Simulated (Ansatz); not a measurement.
Single-point calculation, with input and output: C₂H₇GeN

The run: single-point calculation of C₂H₇GeN, SMILES C=C[NH][GeH3]. Method and program: RKS PBE0-D4/def2-TZVPP (Ansatz 0.2.0).

The geometry comes from this level: PBE0-D4/def2-TZVP.

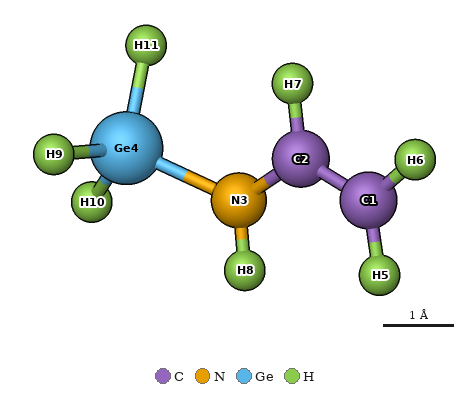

Fig. 1: The input geometry (ball-and-stick view, seen at a tilt; atoms are numbered from 1 in the order of the input). Sticks mark near contacts.

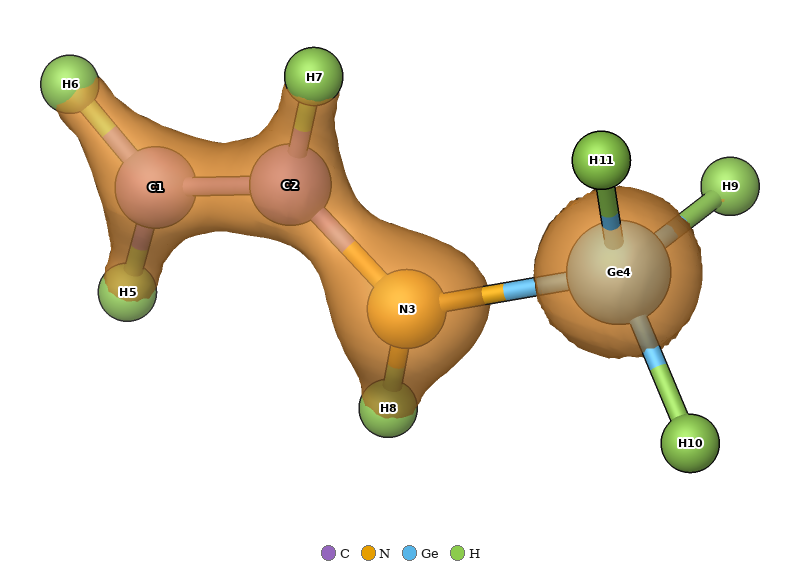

Fig. 2: Isosurface of the electron density at 1.5 e/Å³ (orange), seen at an oblique angle. At this value the surface falls into five separate pieces. It is pinched off along the Ge–N (1.84 Å) contacts. On the grid the lowest density along these lines, outside the cores, is 2.4 e/Å³ (C–C, 1.33 Å), 2.1 e/Å³ (C–N, 1.38 Å), 0.93 e/Å³ (Ge–N, 1.84 Å) and 2.3 e/Å³ (N–H, 1.01 Å).

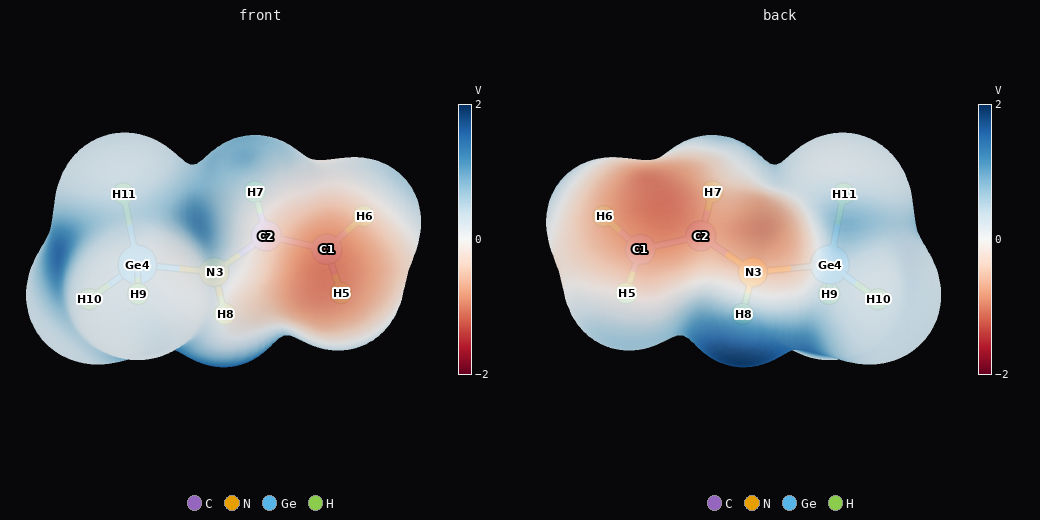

Fig. 3: The molecular electrostatic potential painted on the density surface at 0.002 e/bohr³, seen at a tilt and from behind; red is negative and blue positive.

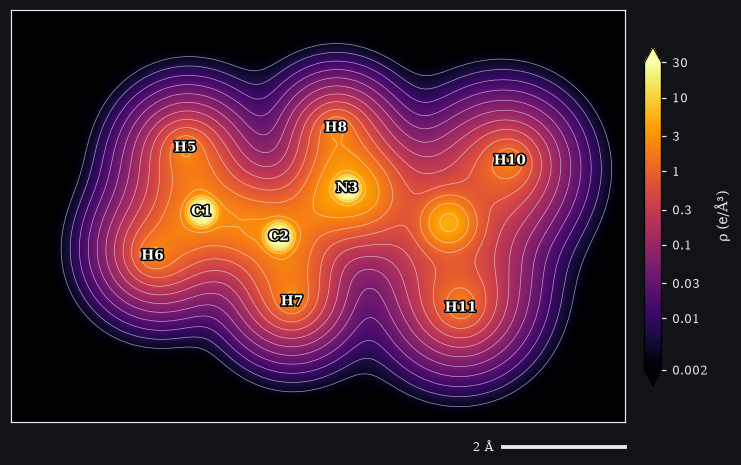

Fig. 4: Electron density on the plane of atoms C1, C2 and H7. C–C (1.33 Å): ρ is about 2.4 e/Å³ halfway. C–N (1.38 Å): ρ is about 2.2 e/Å³ halfway. N–H (1.01 Å): ρ at the midpoint is about 2.9 e/Å³, with its minimum of 2.3 e/Å³ about 0.7 Å from N.

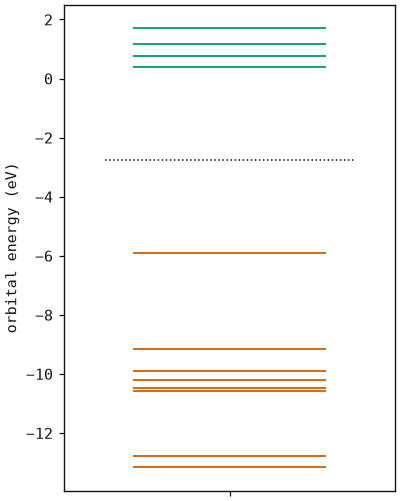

Fig. 5: Orbital energies near the frontier; the dotted line parts filled from empty levels, and levels within 0.02 eV of each other stand side by side. Highest filled −5.92 eV, lowest empty 0.40 eV, 6.32 eV apart.

The input that produced these results follows, with the program's output.

## Input
```yaml
crystal:
  periodic: [false, false, false]
  atoms:
    - {symbol: C, position_ang: [-0.380305, 2.115200, -0.322899]}
    - {symbol: C, position_ang: [-0.448420, 0.852879, 0.102978]}
    - {symbol: N, position_ang: [0.069636, -0.261173, -0.522043]}
    - {symbol: Ge, position_ang: [0.426041, -1.839032, 0.355894]}
    - {symbol: H, position_ang: [0.146791, 2.387856, -1.231006]}
    - {symbol: H, position_ang: [-0.870298, 2.902867, 0.231403]}
    - {symbol: H, position_ang: [-0.987128, 0.629621, 1.021950]}
    - {symbol: H, position_ang: [0.594176, -0.061985, -1.360704]}
    - {symbol: H, position_ang: [1.686147, -1.746427, 1.241563]}
    - {symbol: H, position_ang: [0.626776, -2.903801, -0.730150]}
    - {symbol: H, position_ang: [-0.798115, -2.132903, 1.233815]}
basis:
  gaussian: {orbitals: def2-TZVPP}
hamiltonian: {xc: pbe0, dispersion: d4}
output: {orbitals: {seedname: orbitals}}
```

Launch command:
```bash
ansatz run in.yaml --threads 4 --pin off --events-out ev --progress --plain --max-ram 10444MiB
```

## What the program printed
```
Functional definition: PBE0
  name "PBE0"
  cite "Adamo & Barone, J. Chem. Phys. 110, 6158 (1999) doi:10.1063/1.478522"
  cite "Perdew, Burke & Ernzerhof, Phys. Rev. Lett. 77, 3865 (1996) doi:10.1103/PhysRevLett.77.3865"
  parent pbe
  parameter a = 0.25
  parameter kappa = 0.804
  parameter beta = 0.06672455060314922
  exchange = (1 - a)*pbe_x(kappa = kappa, mu = beta*pi^2/3) + a*exact_x
  correlation = pbe_c(beta = beta)
1329 factors; their error is unknown
mean field evaluation 1: about -60177.1162 eV, gradient 6.3e1 eV
mean field evaluation 2: about -60168.7242 eV, gradient 8.5e1 eV
mean field evaluation 4: about -60185.1715 eV, gradient 7.6e0 eV
mean field evaluation 8: about -60185.5801 eV, gradient 4.2e-1 eV
mean field evaluation 16: about -60185.5803 eV, gradient 3.1e-5 eV
mean field -60185.58031839 eV, -2211.7792814494 hartree, gradient 3.1e-5 eV, S^2 0.000000; 0 other end points of the search recorded, 0 dependent functions left out
reference -60185.58035119 eV, -2211.7792826547 hartree; 29, 29 occupied and 210, 210 virtual orbitals, 1329 factors
Total energy: -60185.74998374 eV, -2211.7855165359 hartree
```

## Key numbers

| quantity | value |
| --- | --- |
| outcome | converged |
| total energy | −60185.7500 eV |
| mean-field energy | −60185.5804 eV |
| dispersion energy | −0.1696 eV |
| SCF solution under orbital rotations | stable |
| HOMO | −5.92 eV |
| LUMO | 0.40 eV |
| hardware | 4 threads of Arm Neoverse V1, 23 GiB of memory available, shared host |
| wall time | 2.6 s (CPU time 9.5 s) |
| peak memory | 0.57 GiB |
